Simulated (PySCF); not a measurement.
C$_{3}$H$_{11}$B$_{2}$NSi (SMILES BN1B[SiH2]C[C@H]1C)

```yaml
atoms:
  - { symbol: B, position_ang: [-1.4556, -1.7961, -0.0402] }
  - { symbol: N, position_ang: [-0.3288, -0.9465, -0.1311] }
  - { symbol: B, position_ang: [0.9168, -1.3972, -0.6183] }
  - { symbol: Si, position_ang: [2.2872, -0.1055, -0.1229] }
  - { symbol: C, position_ang: [0.9403, 1.1444, 0.4198] }
  - { symbol: C, position_ang: [-0.4005, 0.3973, 0.4830] }
  - { symbol: C, position_ang: [-1.4932, 1.2125, -0.2115] }
  - { symbol: H, position_ang: [-2.3688, -1.4992, 0.6329] }
  - { symbol: H, position_ang: [-1.4490, -2.8117, -0.6180] }
  - { symbol: H, position_ang: [0.9662, -2.4252, -1.1735] }
  - { symbol: H, position_ang: [3.1705, 0.5535, -1.1011] }
  - { symbol: H, position_ang: [3.1595, -0.3925, 1.0332] }
  - { symbol: H, position_ang: [0.8708, 1.9462, -0.3156] }
  - { symbol: H, position_ang: [1.1425, 1.6198, 1.3771] }
  - { symbol: H, position_ang: [-0.6878, 0.2565, 1.5331] }
  - { symbol: H, position_ang: [-1.2665, 1.3060, -1.2726] }
  - { symbol: H, position_ang: [-1.5472, 2.2081, 0.2239] }
  - { symbol: H, position_ang: [-2.4651, 0.7359, -0.1098] }
```

Geometry: GFN2-xTB.

Level of theory: PySCF, CAM-B3LYP/def2-SVPD, SCF density, gas phase.

Predict the electron density and electron localisation function between the atoms.

Answer. B–N (1.41 Å): the density is about 1.9 e/Å³ at the midpoint; the ELF peaks at about 0.95 between the atoms; a short, strongly polar bond.
C–N (1.48 Å): the density is about 1.8 e/Å³ at the midpoint; the ELF peaks at about 0.95 between the atoms: localised, covalent bonding.
C–C (1.54 Å): the density is about 1.6 e/Å³ at the midpoint; the ELF peaks at about 0.95 between the atoms: a covalent bond.

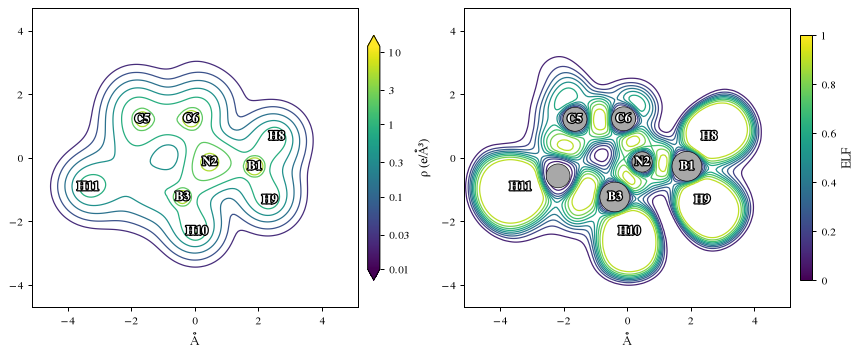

Computed electron density and electron localisation function on the plane of atoms B1, N2 and C6, in this order. Grey discs cover the atomic cores in the ELF map. 
